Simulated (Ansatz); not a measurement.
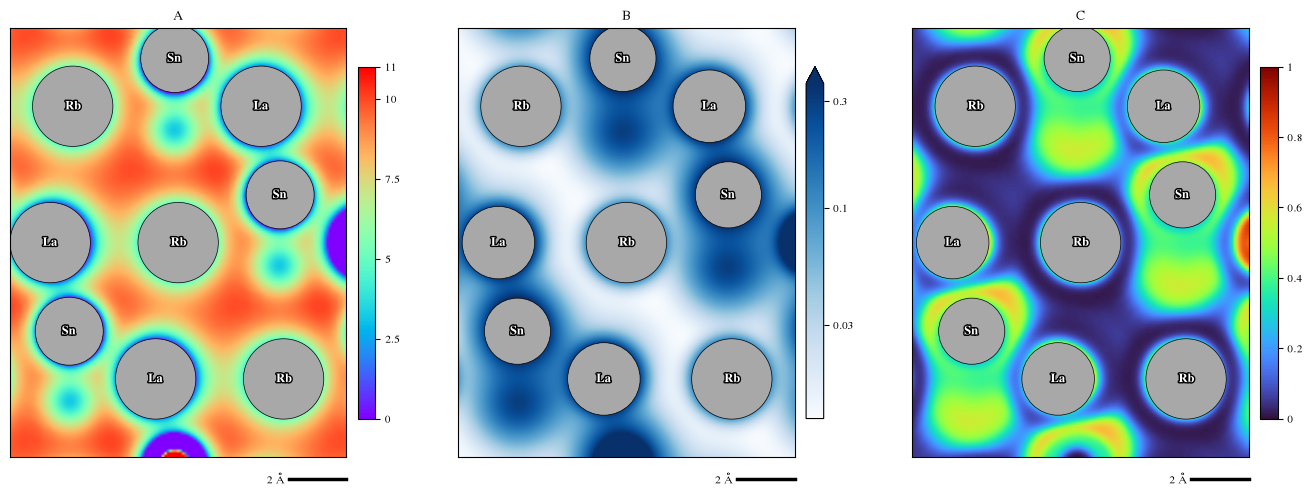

RbLaSn₃: 3 fields on the (110) plane of the conventional cell, with unlabelled colour scales. Grey discs cover the atomic cores.

Space group R3m; a structure from a database of computed crystals, not necessarily the ambient phase; a generated structure, not necessarily the stable one.

All numbers below come from DFT PBE, scalar-relativistic, plane waves, PAW (Ansatz 0.2.0).

Match the panels to the quantities (electron localisation function, electrostatic potential energy of an electron and valence pseudo-density).

Panel A: electrostatic potential energy of an electron (low next to the atoms, rising into the space between them). Panel B: valence pseudo-density. Panel C: electron localisation function. From the grid: La–Sn (3.16 Å): ρ at the midpoint is about 0.22 e/Å³; the ELF peaks at about 0.55 in the valence shell of Sn, 1.3 Å from its nucleus, and drops to about 0.25 between the two atoms (no localised pair shows between them). Rb–Sn (3.92 Å): ρ at the midpoint is about 0.05 e/Å³; the ELF is about 0.10 at the midpoint: no localised pair shows between them.
